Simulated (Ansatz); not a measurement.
Band structure of LiMg3 (P6_3/mmc, 8 atoms in the cell).

```xyz
8
Lattice="6.2710 0.0000 0.0000 -3.1355 5.4309 0.0000 0.0000 0.0000 5.0649" Properties=species:S:1:pos:R:3 pbc="T T T"
Li     3.1355     1.8103     3.7987
Li     0.0000     3.6206     1.2662
Mg     0.0000     1.8180     3.7987
Mg     3.1355     3.6129     1.2662
Mg     4.6966     0.9090     1.2662
Mg    -1.5611     4.5219     3.7987
Mg     1.5611     4.5219     3.7987
Mg     1.5744     0.9090     1.2662
```

Method: PBEsol, PAW files made with PBE (plane waves; Ansatz, a first-principles code).

Settings: kpoints.mp_grid.grid = 5 5 5; hamiltonian.xc = pbesol; hamiltonian.pseudopotentials = {kind: paw} (the program's default PAW files); scf.occupations.method = fermi_dirac; scf.occupations.width = 0.136 eV; kpoints.band_path.npoints = 8.

The starting cell comes from a database of computed structures (which also holds hypothetical and non-ambient phases and stackings), without a prior relaxation at this level.

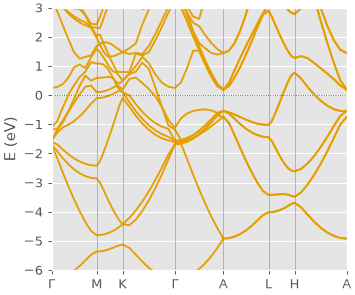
Figure. Bands along the path, energies from the Fermi level.

Levels in eV from the Fermi level, bands 31 to 38:
```tsv
point	31	32	33	34	35	36	37	38
Γ	-1.56	-1.56	-1.18	-1.12	0.25	3.27	3.27	3.45
M	-0.11	0.10	0.59	1.08	1.58	1.68	1.96	2.04
K	0.10	0.10	0.20	0.49	0.49	0.79	1.48	1.48
A	-0.54	-0.54	-0.54	-0.54	0.18	0.18	0.18	0.18
L	-1.45	-1.45	-1.03	-1.03	2.89	2.89	3.10	3.10
H	-2.61	-2.61	0.77	0.77	1.27	1.27	2.78	2.78
```

Bands cross the Fermi level along this path, so the cell is metallic at this level.

Keys are those of Ansatz 0.2.
